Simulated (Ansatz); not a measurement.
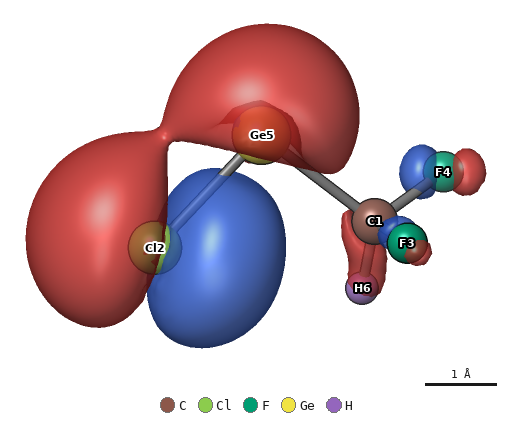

CHClF2Ge. The HOMO−1 at ±0.08 Å⁻³ᐟ² (red and blue are the two phases), seen across its widest extent.

Geometry: B3LYP-D3(BJ)/def2-SVP.

These are results of isolated molecule in a Gaussian basis; Kohn-Sham density functional theory, functional PBE0 (Ansatz), not measurements.

Input file:

```
crystal:
  periodic: [false, false, false]
  atoms:
    - symbol: C
      position_ang: [-0.182854, -1.309120, -2.270838]
    - symbol: Cl
      position_ang: [-0.533846, -4.029210, -0.737762]
    - symbol: F
      position_ang: [-0.969288, -1.429806, -3.395512]
    - symbol: F
      position_ang: [0.701834, -0.292670, -2.482407]
    - symbol: Ge
      position_ang: [0.810307, -3.113489, -2.235734]
    - symbol: H
      position_ang: [-0.833546, -1.047676, -1.417597]
basis:
  gaussian:
    orbitals: def2-TZVPD
total_charge: 0
hamiltonian:
  xc: pbe0
output: {forces: true, orbitals: {seedname: orbitals}}
```

Command:

```sh
ansatz run input.yaml --threads 1 --pin off --max-ram 2610MiB --events-out events.jsonl --progress --plain --runs-dir runs
```

What is the character of this orbital?

Its weight (Hirshfeld) is mainly on Cl2 (about 80 %) and Ge5 (about 20 %). Its energy is −9.60 eV.
